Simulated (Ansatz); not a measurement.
# Mg3Cd5O8: what the fields show

```yaml
crystal:
  lattice:
    - [4.52199, 0.00000, -4.52199]
    - [-4.52199, 4.52199, 0.00000]
    - [9.12494, 9.12494, 9.12494]
  atoms:
    - { symbol: Mg, position: [0.83333, 0.16667, 0.66667] }
    - { symbol: Mg, position: [0.50000, 0.50000, 0.00000] }
    - { symbol: Mg, position: [0.16667, 0.83333, 0.33333] }
    - { symbol: Mg, position: [0.83333, 0.66667, 0.66667] }
    - { symbol: Mg, position: [0.50000, 0.00000, 0.00000] }
    - { symbol: Mg, position: [0.16667, 0.33333, 0.33333] }
    - { symbol: Mg, position: [0.33333, 0.16667, 0.66667] }
    - { symbol: Mg, position: [0.66667, 0.83333, 0.33333] }
    - { symbol: Mg, position: [0.00000, 0.50000, 0.00000] }
    - { symbol: Cd, position: [0.66667, 0.33333, 0.83333] }
    - { symbol: Cd, position: [0.00000, 0.00000, 0.50000] }
    - { symbol: Cd, position: [0.33333, 0.66667, 0.16667] }
    - { symbol: Cd, position: [0.66667, 0.33333, 0.33333] }
    - { symbol: Cd, position: [0.33333, 0.66667, 0.66667] }
    - { symbol: Cd, position: [0.00000, 0.00000, 0.00000] }
    - { symbol: Cd, position: [0.66667, 0.83333, 0.83333] }
    - { symbol: Cd, position: [0.33333, 0.16667, 0.16667] }
    - { symbol: Cd, position: [0.00000, 0.50000, 0.50000] }
    - { symbol: Cd, position: [0.50000, 0.00000, 0.50000] }
    - { symbol: Cd, position: [0.16667, 0.33333, 0.83333] }
    - { symbol: Cd, position: [0.83333, 0.66667, 0.16667] }
    - { symbol: Cd, position: [0.83333, 0.16667, 0.16667] }
    - { symbol: Cd, position: [0.50000, 0.50000, 0.50000] }
    - { symbol: Cd, position: [0.16667, 0.83333, 0.83333] }
    - { symbol: O, position: [0.82602, 0.17398, 0.92401] }
    - { symbol: O, position: [0.49269, 0.50731, 0.25735] }
    - { symbol: O, position: [0.15935, 0.84065, 0.59068] }
    - { symbol: O, position: [0.82602, 0.65204, 0.92401] }
    - { symbol: O, position: [0.15935, 0.31871, 0.59068] }
    - { symbol: O, position: [0.49269, 0.98538, 0.25735] }
    - { symbol: O, position: [0.34796, 0.17398, 0.92401] }
    - { symbol: O, position: [0.68129, 0.84065, 0.59068] }
    - { symbol: O, position: [0.01462, 0.50731, 0.25735] }
    - { symbol: O, position: [0.00000, 0.00000, 0.74113] }
    - { symbol: O, position: [0.66667, 0.33333, 0.07446] }
    - { symbol: O, position: [0.33333, 0.66667, 0.40779] }
    - { symbol: O, position: [0.66667, 0.33333, 0.59221] }
    - { symbol: O, position: [0.33333, 0.66667, 0.92554] }
    - { symbol: O, position: [0.00000, 0.00000, 0.25887] }
    - { symbol: O, position: [0.98538, 0.49269, 0.74265] }
    - { symbol: O, position: [0.31871, 0.15935, 0.40932] }
    - { symbol: O, position: [0.65204, 0.82602, 0.07599] }
    - { symbol: O, position: [0.50731, 0.01462, 0.74265] }
    - { symbol: O, position: [0.84065, 0.68129, 0.40932] }
    - { symbol: O, position: [0.17398, 0.34796, 0.07599] }
    - { symbol: O, position: [0.84065, 0.15935, 0.40932] }
    - { symbol: O, position: [0.50731, 0.49269, 0.74265] }
    - { symbol: O, position: [0.17398, 0.82602, 0.07599] }
```

Space group R-3m; a generated structure, not necessarily the stable one.

All numbers below come from Ansatz 0.2.0, DFT PBEsol, scalar-relativistic, plane waves, PAW.

Core electrons are frozen (PAW), and the valence fields are smoothed inside the atomic spheres.

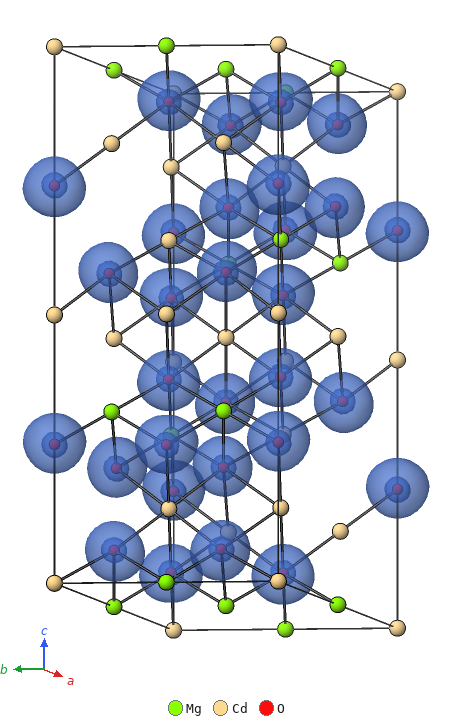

Figure 1. Isosurface of the electron localisation function at 0.7 (blue), seen at an oblique angle. Core shells and regions of very low density are left out. Sticks mark near contacts.

### Describe the localisation domains.

The surface consists of 24 regions wrapped around O (the valence shell of each), counted in one cell of 48 atoms. Regions shared between cells count once.


Mg–O (2.17 Å): the ELF peaks at about 0.85 in the valence shell of O, 0.6 Å from its nucleus, and is about 0.35 at the midpoint: a closed-shell, largely ionic contact. Cd–O (2.27 Å): the ELF peaks at about 0.80 in the valence shell of O, 0.6 Å from its nucleus, and drops to about 0.10 between the two atoms; no shared electron pair shows on this line.

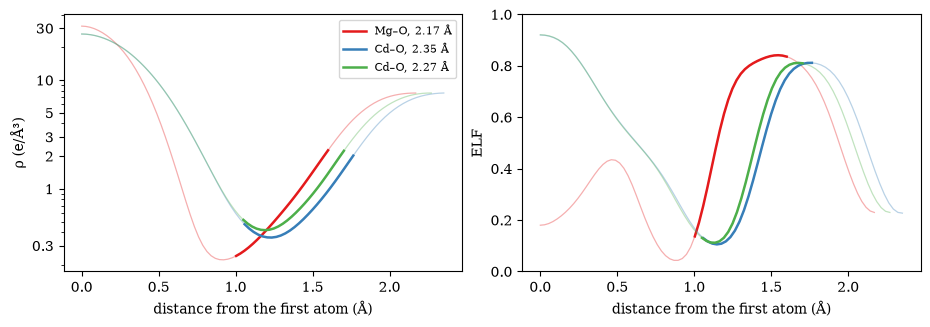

Figure 2. Valence pseudo-density and ELF along straight lines between neighbouring atoms. Thin, pale parts lie inside the atomic spheres.

### Compare the contacts.

Mg–O (2.17 Å): ρ at the midpoint is about 0.29 e/Å³; the ELF peaks at about 0.85 in the valence shell of O, 0.6 Å from its nucleus, and is about 0.35 at the midpoint (a closed-shell, largely ionic contact).
Cd–O (2.35 Å): the density is about 0.37 e/Å³ at the midpoint; the ELF is about 0.10 at the midpoint (no localised pair shows between them).
Cd–O (2.27 Å): the density is about 0.43 e/Å³ at the midpoint; the ELF peaks at about 0.80 in the valence shell of O, 0.6 Å from its nucleus, and drops to about 0.10 between the two atoms (no shared electron pair shows on this line).
